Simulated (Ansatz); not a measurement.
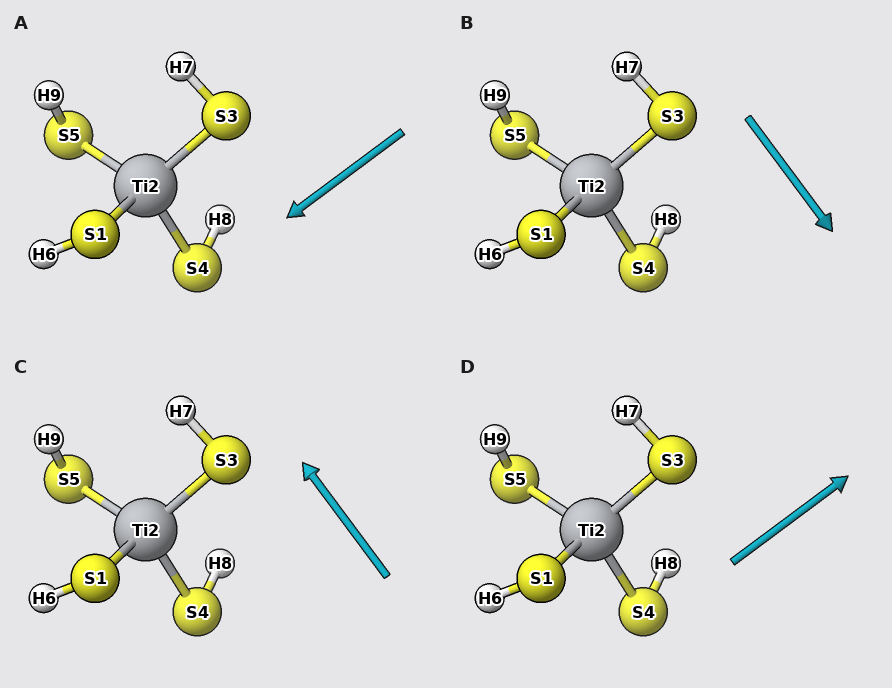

The same molecule four times, each with an arrow. The species is neutral and a spin singlet. The geometry was computed by an optimisation with PBE0-D4/def2-TZVP. No frequency run is at hand to confirm it as a minimum. Method: RKS PBE-D4/def2-TZVPP (Ansatz 0.2.0).

**Which arrow points along the dipole moment, from the negative to the positive end?**

C. The dipole moment is 1.30 D; it points from the side of S4 to the side of H9 (the outermost atoms at the two ends).
